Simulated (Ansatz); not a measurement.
## What Se → Ru does to BeSe

The reference is BeSe in the zinc blende structure (space group F-43m, No. 216; a = 5.1777 Å).

It is then changed as follows: full substitution Se → Ru; the structure is relaxed again.

All numbers come from Kohn–Sham DFT with the PBE functional, run in Ansatz (a quantum-chemistry and plane-wave program) with PAW and 420 eV plane waves, spin-orbit coupling left out, earlier PAW set. Γ-centred 16×16×16 mesh, Fermi–Dirac width 0.05 eV, for the changed cell.

```csv
quantity,base,changed,shift
volume per atom,17.35 Å³,14.49 Å³,-2.865 Å³
lattice parameter a,5.178 Å,4.875 Å,-0.3023 Å
shortest interatomic distance,2.242 Å,2.111 Å,-0.131 Å
band gap,2.67 eV,zero,–
```

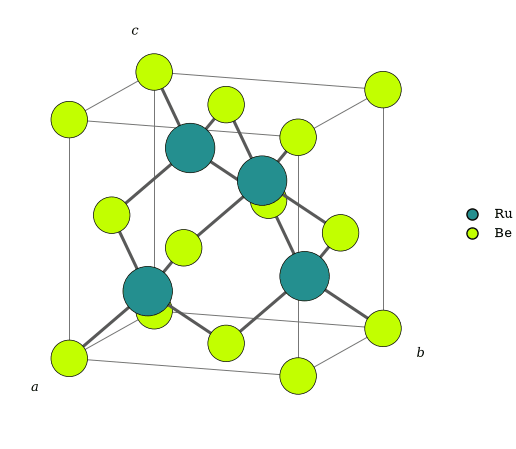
The relaxed conventional cell after the change

No phonon test of stability was made. As relaxed here, BeRu is a hypothetical phase, not in the database extracts checked. All final runs are without spin polarisation. BeRu has a high density of states at the Fermi level and may be magnetic at this level.
